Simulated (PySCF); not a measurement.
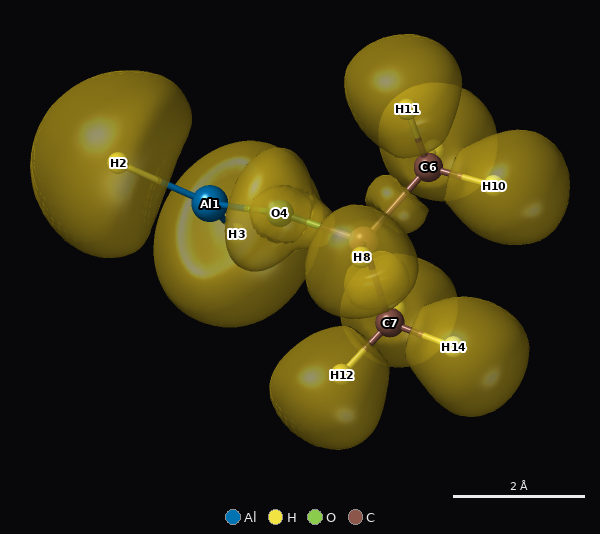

Figure. C$_{3}$H$_{9}$AlO. Isosurface of the ELF at 0.75 (yellow), seen at a tilt. Core shells and regions of very low density are left out.

Geometry: PBE0-D3(BJ)/def2-SVP.

Computed with PBE0/pcSseg-1 Al:pcSseg-2, SCF density, gas phase, non-relativistic (PySCF).

```xyz
14

Al    0.8994    1.8570   -1.2413
H     2.2432    2.3954   -1.8774
H    -0.5092    2.5664   -1.4327
O     1.0518    0.4426   -0.3159
C     0.3405   -0.4810    0.4568
C    -0.2072   -1.5879   -0.4305
C    -0.7538    0.1943    1.2692
H     1.0615   -0.9364    1.1629
H    -0.9505   -1.1814   -1.1361
H    -0.6957   -2.3732    0.1665
H     0.6052   -2.0485   -1.0114
H    -0.3320    0.9963    1.8944
H    -1.5150    0.6375    0.6060
H    -1.2577   -0.5248    1.9328
```

> Describe the localisation domains.

At this value the surface marks out two regions between bonded C–C atoms (shared pairs), nine regions around hydrogen nuclei and one region on O in which the atom's valence shell and bonds are merged. Along the contacts the grid gives the following. C–O (1.40 Å): the ELF peaks at about 0.90 between the atoms, as expected for a polar covalent bond. C–C (1.52 Å): the ELF peaks at about 0.95 between the atoms (a covalent bond).
